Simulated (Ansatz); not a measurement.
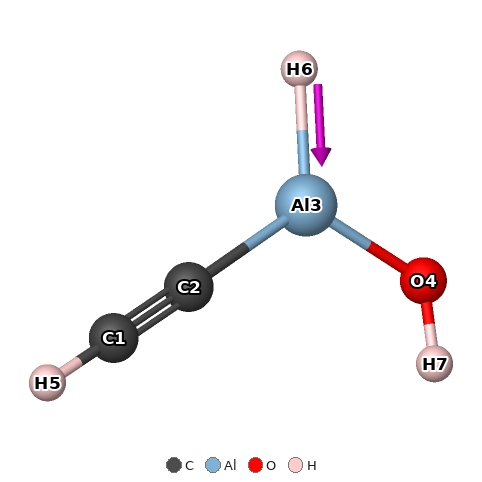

The arrows show one normal mode. Harmonic vibrations computed with RKS PBE0-D4/def2-TZVP (Ansatz 0.2.0) at a stationary point of the same level.

**Describe the motion.**

Mostly Al–H stretching.

**At what wavenumber does it lie?**

1996 cm⁻¹; it is mode 12 of 15 counted from the lowest.
